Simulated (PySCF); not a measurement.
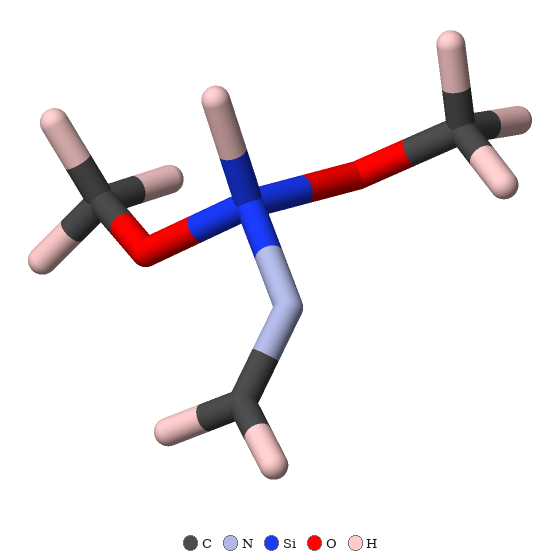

Structure of C₃H₉NO₂Si, SMILES C=N[SiH](OC)OC.

Simulated rotational absorption lines between 2 and 8 GHz at 2 K: rigid rotor with the equilibrium constants and dipole of one optimised conformer (PBE0-D3(BJ)/def2-SVP, PySCF), commonest isotopes; no centrifugal distortion, hyperfine structure, internal rotation or nuclear-spin weights; lines within 1 MHz of each other are summed. Lines of different type are drawn apart.

> What are the rotational constants, and what kind of rotor is it?

Rotational constants A, B, C = 2.223, 2.062, 1.162 GHz; Ray's κ = 0.70, an asymmetric top on the oblate side.

> Which dipole components drive the lines?

|μa|, |μb|, |μc| = 0.37, 0.40, 0.07 D; b-type lines carry 58 % of the intensity in this range.

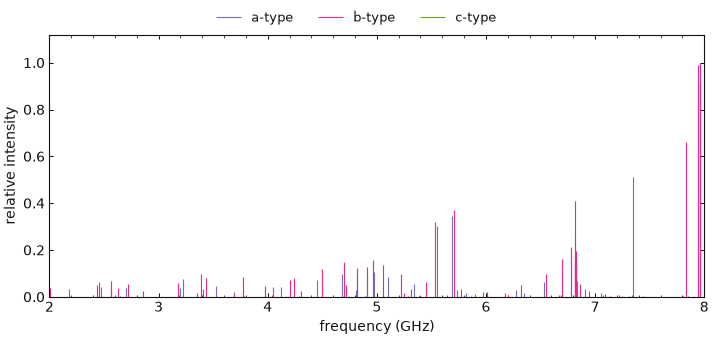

Note: coarse grid, loose stop and no frequency check, small forces are noise and the end may be a saddle.
